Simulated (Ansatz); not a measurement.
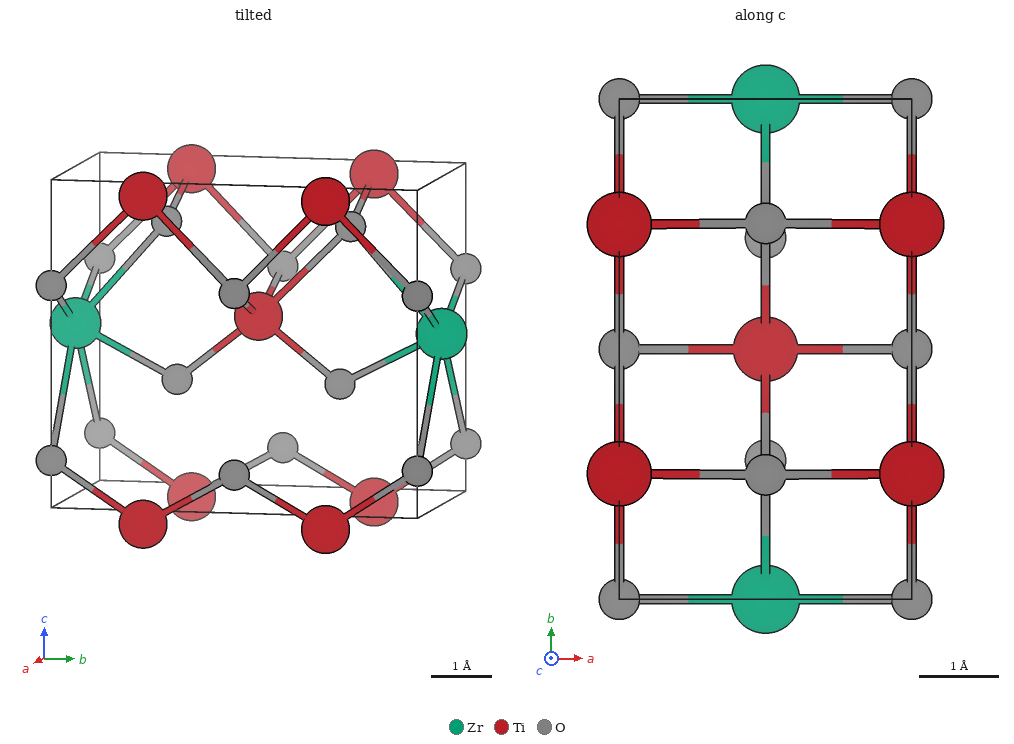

An orthographic ball-and-stick view of the structure, slightly off an axis and along the c axis. The frame is the conventional unit cell; atoms at its boundary are shown with their periodic copies.

ZrTi3O8, space group Pmm2 (No. 25), a = 3.703 Å, b = 6.336 Å, c = 5.582 Å, α = 90.00°, β = 90.00°, γ = 90.00°. Origin of the cell: a structure type filled with these elements by a generator (whether the compound takes this form wasn't checked). Earlier steps of the study, as a rule a relaxation of our own, may have changed the cell and positions, so they can lie some per cent off the listed ones. Ansatz was used for an electronic-structure calculation on it.

This one geometry was computed with Ansatz (DFT, plane waves, PAW) at five levels of theory: PBE with spin-orbit coupling, PBE0, PBE, HSE06 and r2SCAN. It was relaxed beforehand with r2SCAN.

**Which level gives the highest pressure at this volume, and what does that say about its equilibrium volume?**

Highest: PBE with spin-orbit coupling (4.7 GPa) and PBE (4.7 GPa), which points to the largest equilibrium volume. Lowest, with the smallest volume: PBE0 (-2.6 GPa) and HSE06 (-2.5 GPa). Levels within 0.5 GPa of each other can't be told apart.

**How does the band gap change with the level of theory?**

PBE with spin-orbit coupling: a gap of 2.81 eV, indirect; PBE: a gap of 2.81 eV, indirect; r2SCAN: a gap of 3.19 eV, indirect; HSE06: a gap of 4.35 eV, indirect; PBE0: a gap of 5.11 eV, indirect.

**Collect the results in a table.**

| level | cutoff (eV) | k-mesh of the run's cell | gap (eV) | pressure (GPa) |
| --- | --- | --- | --- | --- |
| PBE with spin-orbit coupling | 420 | 8×4×6 | 2.81 | 4.7 |
| PBE0 | 420 | 4×2×4 | 5.11 | -2.6 |
| PBE | 420 | 8×4×6 | 2.81 | 4.7 |
| HSE06 | 420 | 4×2×4 | 4.35 | -2.5 |
| r2SCAN | 500 | 8×4×6 | 3.19 | 0.0 |

Gaps are taken on the k-mesh or band path of each run.
